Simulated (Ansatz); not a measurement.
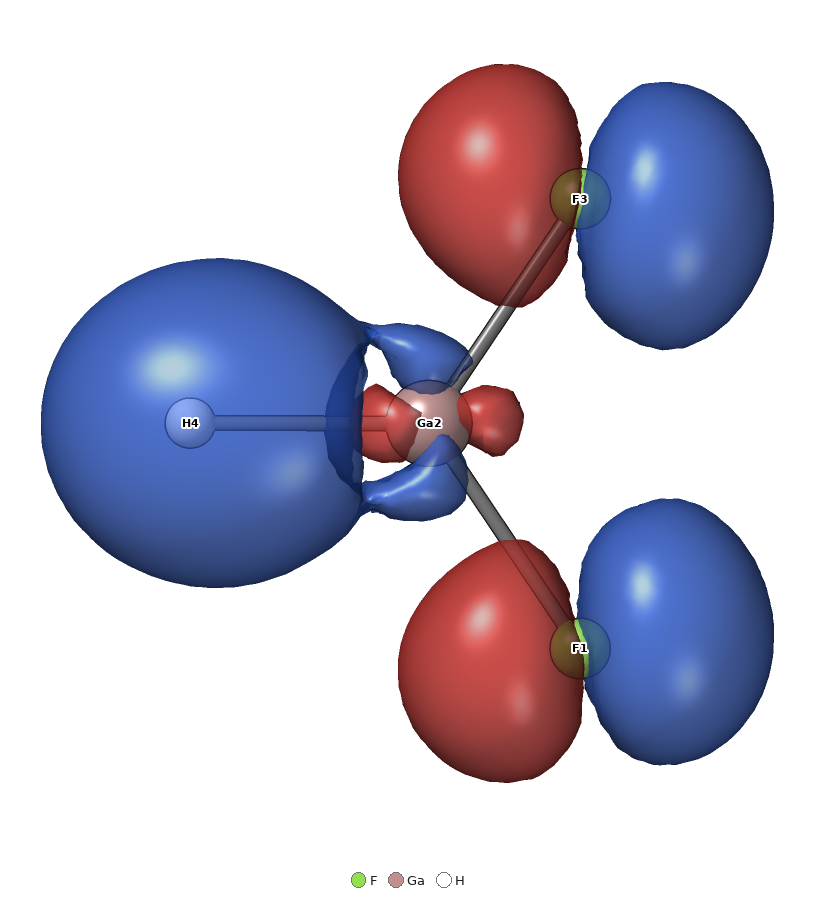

Figure. F2GaH (SMILES [F][GaH][F]). One frontier orbital at ±0.1 Å⁻³ᐟ² (red and blue are the two phases), seen across its widest extent.

Computed with RKS PBE-D4/def2-SVP (Ansatz).

Question: Which orbital is it: HOMO or LUMO?

Answer: The HOMO, at −8.44 eV. Its weight (Hirshfeld) is mainly on F1 (about 35 %), F3 (about 35 %), H4 (about 15 %) and Ga2 (about 15 %); it is symmetric in the molecular plane (an in-plane orbital: σ, lone-pair or in-plane π type).
